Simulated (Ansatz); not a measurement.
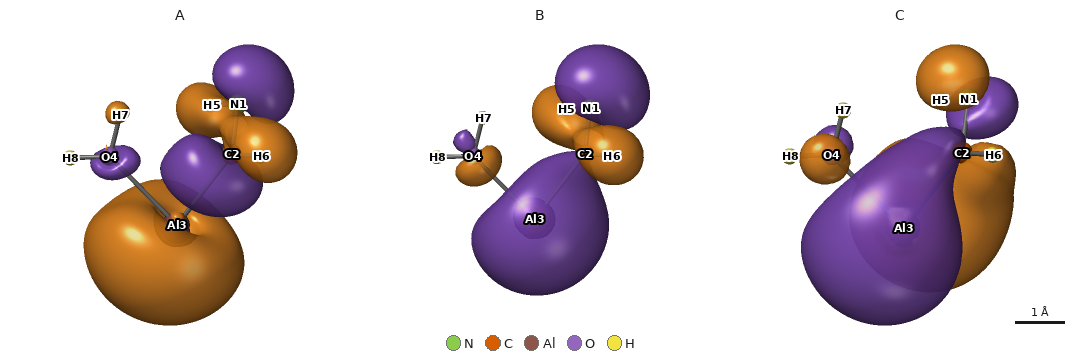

Figure 1: CH4AlNO. Three frontier orbitals at ±0.08 Å⁻³ᐟ² (orange and purple are the two phases), in no order.

All numbers below come from Ansatz 0.2.0, RKS B3LYP/def2-SVP.

Input file:

```
crystal:
  periodic: [false, false, false]
  atoms:
    - { symbol: "N", position_ang: [-1.21524, 1.57185, 0.34346] }
    - { symbol: C, position_ang: [0.00172, 1.28837, 0.15086] }
    - { symbol: Al, position_ang: [0.80721, -0.54495, -0.16615] }
    - { symbol: O, position_ang: [-0.11943, -1.89686, -0.21121] }
    - { symbol: H, position_ang: [-1.84917, 0.76681, 0.33621] }
    - { symbol: H, position_ang: [0.65787, 2.17004, 0.16531] }
    - { symbol: H, position_ang: [-0.56047, -1.03331, -0.01153] }
    - { symbol: H, position_ang: [-0.60695, -2.70917, -0.24908] }
basis:
  gaussian: { orbitals: def2-SVP }
hamiltonian:
  xc: b3lyp
relax:
  f_tol: 0.02
  max_steps: 50
output:
  orbitals: {}
```

Command:

```sh
ansatz run input.yaml --threads 1 --pin off --max-ram 2048MiB --backend cpu --events-out ev --progress --plain --runs-dir out
```

The fields are those of the relaxed geometry.

### Which picture is the HOMO−1, the HOMO and the LUMO?

B is the HOMO−1 (−6.62 eV). It lies mainly on Al3 (about 40 %), N1 (about 40 %) and C2 (about 10 %). A is the HOMO (−4.69 eV). Its weight (Hirshfeld) is mainly on Al3 (about 55 %), C2 (about 20 %) and N1 (about 15 %). C is the LUMO (−1.32 eV). It lies mainly on Al3 (about 70 %), C2 (about 10 %) and N1 (about 10 %).

### What is the HOMO–LUMO gap?

3.37 eV between the orbital energies.
